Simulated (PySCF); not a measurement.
C₄H₉BOSi

The calculation's input:

```
{"job": {"kind": "nmr", "xc": "PBE0", "basis": "pcSseg-1", "solvent": "methanol", "pop": false}, "charge": 0, "multiplicity": 1}
C     -3.057654    -0.453030    -0.173695
B     -1.749292     0.332889     0.223899
C     -0.443099     0.024939    -0.471293
C      0.286708    -0.694896    -1.290185
C      1.039363     0.397851    -0.615193
Si     2.264548     0.034571     0.759437
O      3.355961     1.230541     0.588888
H     -3.476008    -0.960292     0.695315
H     -3.831689     0.236012    -0.510756
H     -2.910354    -1.194938    -0.954041
H     -1.792740     1.155220     1.059993
H      0.397098    -1.511898    -1.963024
H      1.258699     1.279417    -1.216354
H      2.915485    -1.272890     0.601394
H      1.643594     0.084326     2.087029
H      4.099379     1.312177     1.178585
```

Command:

```sh
OMP_NUM_THREADS=1 python ens_run.py task.json out
```

Geometry: GFN2-xTB.

Theory: PBE0/pcSseg-1, SCF density, in a methanol solvent model, non-relativistic in PySCF 2.14.0.

### What can the converged electron density and electron localisation function tell about the bonding?

C–C (1.31 Å): the density is about 2.3 e/Å³ at the midpoint; the ELF peaks at about 0.85 between the atoms; a short, multiple covalent bond.
C–B (1.51 Å): ρ is about 1.5 e/Å³ halfway; the ELF peaks at about 0.95 between the atoms; a covalent bond.
C–C (1.49 Å): ρ is about 1.6 e/Å³ halfway; the ELF peaks at about 0.85 between the atoms, as expected for a shared electron pair.

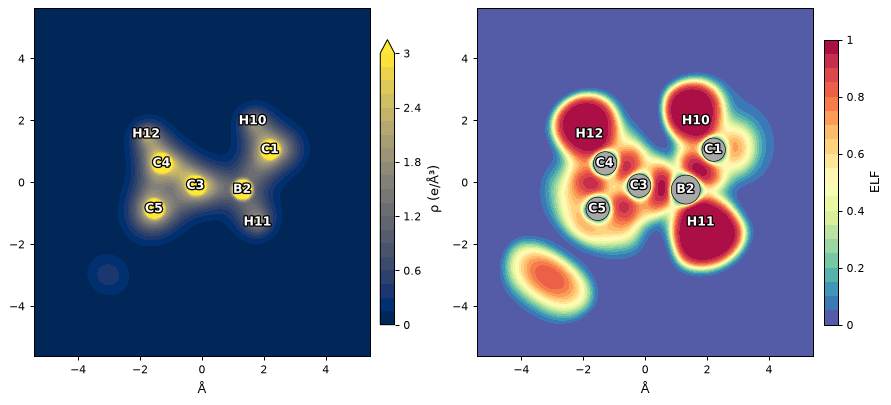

Computed electron density and electron localisation function on the plane of atoms C3, C5 and C4, in this order. Grey discs cover the atomic cores in the ELF map. 
